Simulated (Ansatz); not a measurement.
```yaml
crystal:
  lattice:
    - [-3.38091, -3.57710, 0.07993]
    - [-3.54872, 0.08788, 3.49719]
    - [-6.27044, 2.96947, -6.21891]
  atoms:
    - { symbol: C, position: [0.11933, 0.96652, 0.80447] }
    - { symbol: C, position: [0.55840, 0.45355, 0.49323] }
    - { symbol: C, position: [0.10967, 0.46568, 0.82230] }
    - { symbol: C, position: [0.55917, 0.95882, 0.49424] }
    - { symbol: C, position: [0.03324, 0.96939, 0.53577] }
    - { symbol: C, position: [0.07146, 0.45127, 0.48850] }
    - { symbol: C, position: [0.93519, 0.09173, 0.70111] }
    - { symbol: C, position: [0.23012, 0.61917, 0.49548] }
    - { symbol: C, position: [0.26300, 0.64467, 0.83335] }
    - { symbol: C, position: [0.23384, 0.12355, 0.48853] }
    - { symbol: C, position: [0.72037, 0.12611, 0.48998] }
    - { symbol: C, position: [0.21700, 0.16543, 0.86055] }
    - { symbol: C, position: [0.71513, 0.62717, 0.52697] }
    - { symbol: Si, position: [0.71615, 0.52293, 0.74640] }
    - { symbol: Pb, position: [0.07483, 0.73218, 0.14948] }
    - { symbol: Pb, position: [0.44171, 0.06330, 0.06343] }
```

Space group P1; a generated structure, not necessarily the stable one.

All numbers below come from DFT PBE, scalar-relativistic, plane waves, PAW in Ansatz 0.2.0.

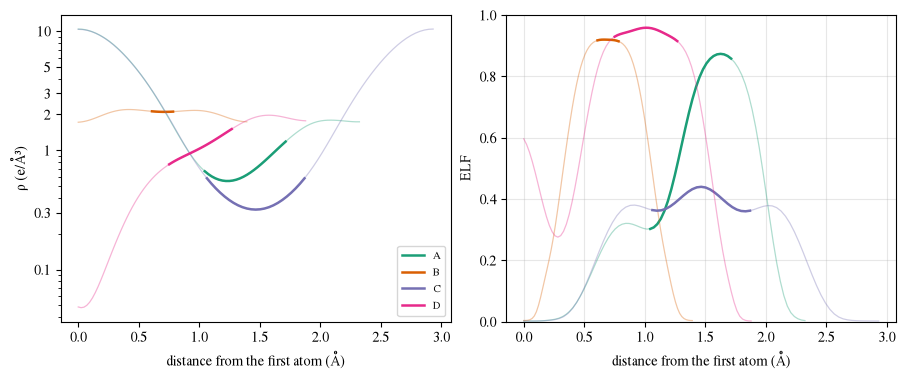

SiPb2C13. Valence electron density and ELF along straight lines between neighbouring atoms. Thin, pale parts lie inside the atomic spheres.

Core electrons are frozen (PAW), and the valence fields are smoothed inside the atomic spheres.

> Which curve belongs to which contact (C–C, Pb–C, Pb–Pb and Si–C)? The first atom named is at distance zero.

Curve A: Pb–C (2.32 Å): ρ at the midpoint is about 0.57 e/Å³; the ELF peaks at about 0.85 in the valence shell of C, 0.7 Å from its nucleus, and is about 0.35 at the midpoint. Curve B: C–C (1.39 Å): ρ is about 2.1 e/Å³ halfway; the ELF peaks at about 0.90 between the atoms. Curve C: Pb–Pb (2.93 Å): ρ is about 0.32 e/Å³ halfway; the ELF is about 0.45 at the midpoint. Curve D: Si–C (1.88 Å): the density is about 0.96 e/Å³ at the midpoint; the ELF peaks at about 0.95 between the atoms.
